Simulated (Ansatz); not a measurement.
**PO (Phosphorus monoxide) at U-r2SCAN0/STO-3G**

Aim: the energy change on altering one bond length of PO (Phosphorus monoxide) at U-r2SCAN0/STO-3G, from 2 runs. 

The results are computed with Ansatz 0.2.0.

48 further runs of the same task are left out: 7 that didn't finish, 41 set aside as unsound or not needed.

## 1. The system as given

The species is PO (2 atoms), meant as a doublet with charge 0. As SMILES, `O=[P]`. The coordinates come from a GFN2-xTB relaxation.

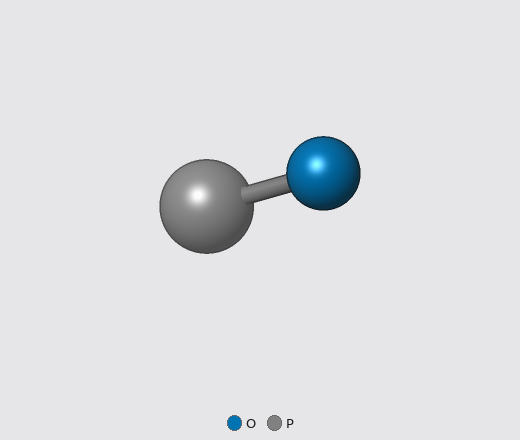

The structure, seen from a chosen angle (oxygen blue, phosphorus grey).

## 2. A single-point energy at U-r2SCAN0/STO-3G

The input, job.yaml:

```yaml
crystal:
  periodic: [false, false, false]
  atoms:
    - {symbol: O, position_ang: [0.000000, 0.000000, 0.000000]}
    - {symbol: P, position_ang: [0.000000, 0.000000, 1.455090]}
basis:
  gaussian: {orbitals: STO-3G}
hamiltonian: {xc: {name: r2SCAN0}}
accuracy: high
magnetization: {spin_polarized: true, initial_magnetization: 1}
```

On the command line:

```sh
$ ansatz run job.yaml --threads 1 --pin off --max-ram 2610MiB --events-out events.jsonl --progress --plain --runs-dir runs
```

The log of the run:

```text
Warning: RAYON_NUM_THREADS=1 ignored (pool sized by the plan → 1); use --threads N
Functional definition: r2SCAN0
  name "r2SCAN0"
  parameter a = 0.25
  parameter k0 = 0.174
  parameter k1 = 0.065
  parameter a1 = 4.9479
  exchange = (1 - a)*r2scan_x(k0 = k0, k1 = k1, a1 = a1) + a*exact_x
  correlation = r2scan_c
224 factors; integrals over basis functions are off by at most 1.2e-8 eV
mean field evaluation 1: about -11195.8879 eV, gradient 1.9e1 eV
mean field evaluation 2: about -11180.0777 eV, gradient 5.5e1 eV
mean field evaluation 4: about -11198.5310 eV, gradient 5.0e-1 eV
mean field evaluation 8: about -11198.5337 eV, gradient 2.0e-2 eV
mean field evaluation 16: about -11198.5338 eV, gradient 2.2e-7 eV
mean field -11198.53376897 eV, -411.5385253709 hartree, gradient 2.2e-8 eV, S^2 0.750678; 0 other end points of the search recorded, 0 dependent functions left out
reference -11198.53376924 eV, -411.5385253809 hartree; 12, 11 occupied and 2, 3 virtual orbitals, 224 factors
Total energy: -11198.53376924 eV, -411.5385253809 hartree
```

Wall time 1.9 s (1 thread of Intel Xeon Platinum 8375C at 2.90GHz (Ice Lake), shared host); peak memory 0.18 GiB.

## 3. The distorted shape

The input, input.yaml:

```yaml
basis:
  gaussian:
    orbitals: STO-3G
crystal:
  periodic: [false, false, false]
  atoms:
    - symbol: O
      position_ang: [0.000000, 0.000000, -0.363810]
    - symbol: P
      position_ang: [0.000000, 0.000000, 1.455090]
magnetization:
  spin_polarized: true
  initial_magnetization: 1
hamiltonian:
  xc: {name: r2SCAN0}
accuracy: high
```

On the command line:

```sh
$ ansatz run input.yaml --threads 1 --pin off --max-ram 2610MiB --events-out events.jsonl --progress --plain --runs-dir runs
```

The log of the run:

```text
Warning: RAYON_NUM_THREADS=1 ignored (pool sized by the plan → 1); use --threads N
Functional definition: r2SCAN0
  name "r2SCAN0"
  parameter a = 0.25
  parameter k0 = 0.174
  parameter k1 = 0.065
  parameter a1 = 4.9479
  exchange = (1 - a)*r2scan_x(k0 = k0, k1 = k1, a1 = a1) + a*exact_x
  correlation = r2scan_c
224 factors; integrals over basis functions are off by at most 2.1e-8 eV
mean field evaluation 1: about -11189.4377 eV, gradient 2.9e1 eV
mean field evaluation 2: about -11122.3862 eV, gradient 7.0e1 eV
mean field evaluation 4: about -11191.1042 eV, gradient 2.7e1 eV
mean field evaluation 8: about -11191.0916 eV, gradient 2.7e1 eV
mean field evaluation 16: about -11197.3260 eV, gradient 1.7e-8 eV
mean field evaluation 32: about -11197.6718 eV, gradient 7.7e-5 eV
mean field -11197.67178043 eV, -411.5068478763 hartree, gradient 5.8e-8 eV, S^2 1.470507; 3 other end points of the search recorded, 0 dependent functions left out
reference -11197.67178071 eV, -411.5068478866 hartree; 12, 11 occupied and 2, 3 virtual orbitals, 224 factors
Total energy: -11197.67178071 eV, -411.5068478866 hartree
```

It took 4.2 s on 1 thread of Intel Xeon Platinum 8375C at 2.90GHz (Ice Lake), shared host; peak memory 0.18 GiB.

## 4. Results

At U-r2SCAN0/STO-3G:

```
                                                         quantity          value
                                        first shape: total energy  -411.53853 Eh
                                                first shape: ⟨S²⟩          0.751
                                    distorted shape: total energy  -411.50685 Eh
                                            distorted shape: ⟨S²⟩          1.471
energy change with the O1–P2 bond stretched from 1.455 to 1.819 Å       0.862 eV
```

**Reading.** With the O1–P2 bond stretched from 1.455 to 1.819 Å the energy rises by 0.86 eV (19.9 kcal/mol). The first shape isn't relaxed at this level, so the change isn't measured from a minimum. The minimal basis adds a large error of its own. ⟨S²⟩ (distorted shape) is 1.47 where a pure doublet has 0.75: the reference is spin-contaminated.
